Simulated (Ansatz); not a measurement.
```yaml
atoms:
  - { symbol: B, position_ang: [0.2516, 0.5425, -0.3928] }
  - { symbol: H, position_ang: [-0.3258, -0.8322, 2.8137] }
  - { symbol: N, position_ang: [1.3230, 0.1894, -1.2187] }
  - { symbol: H, position_ang: [1.4345, -0.7399, -1.6248] }
  - { symbol: H, position_ang: [2.0731, 0.8289, -1.4790] }
  - { symbol: H, position_ang: [-0.5763, -0.3071, -0.1625] }
  - { symbol: Si, position_ang: [0.1234, 2.4214, 0.3520] }
  - { symbol: H, position_ang: [0.1518, 2.4372, 1.8576] }
  - { symbol: H, position_ang: [1.2602, 3.3004, -0.1131] }
  - { symbol: H, position_ang: [-1.1534, 3.1082, -0.0544] }
  - { symbol: H, position_ang: [-0.1377, -0.1605, 3.0919] }
```

These are results of RKS PBE-D4/6-31G* (Ansatz), not measurements.

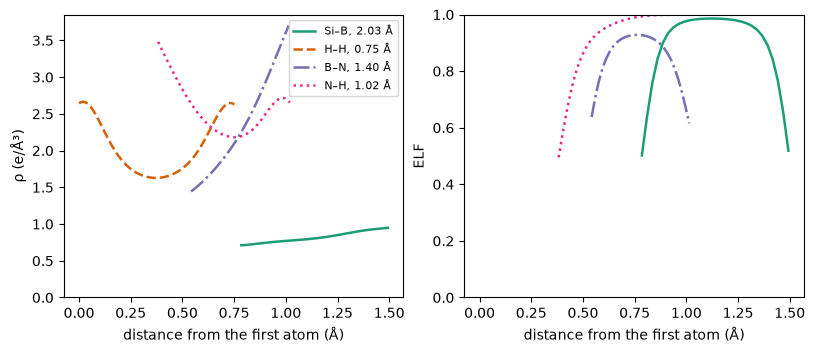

BH6NSi···H2. Electron density and ELF along straight lines between neighbouring atoms. The curves leave out the atomic cores.

Compare the contacts.

Answer. Si–B (2.03 Å): ρ is about 0.77 e/Å³ halfway; the ELF peaks at about 1 between the atoms: a covalent bond.
H–H (0.75 Å): the density is about 1.6 e/Å³ at the midpoint; the ELF peaks at about 1 between the atoms.
B–N (1.40 Å): the density is about 1.9 e/Å³ at the midpoint; the ELF peaks at about 0.95 between the atoms; a polar covalent bond.
N–H (1.02 Å): ρ at the midpoint is about 2.8 e/Å³; the ELF climbs to about 1 towards the hydrogen, as it does in any bond to H (a covalent bond by its length).
